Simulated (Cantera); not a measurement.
Feed: 1 mol Si, 2.7 mol HBr, 36 mol N2, equilibrated at 10.0 mbar.

These are equilibrium values from Cantera (NASA tables, ideal gas, pure condensed phases), not measurements of a reactor. Candidate condensed phases: Br2, Si, Si3N4; 28 gas species. N2 is the only nitrogen source here; it is nearly inert below about 1500 K, so the nitride shown seldom forms there in practice. The tables' values for SiBr3, SiBr are old estimates; treat these amounts as uncertain. Equilibrium is a limit: real reactors are often held back by kinetics, nucleation or transport.

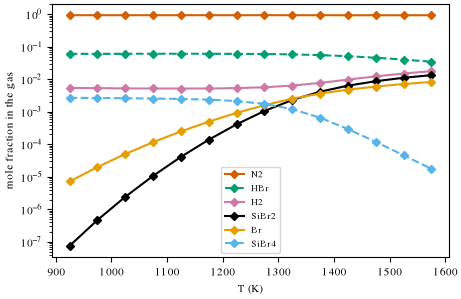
Equilibrium gas composition (values under 1e-9 drawn at 1e-9)

Question: Read off the mole fractions at 1075 K.

Answer: N2 about 0.93, HBr about 0.061, H2 about 0.0052, SiBr4 about 0.0026, Br about 0.00012, SiBr2 about 1.1e-5.
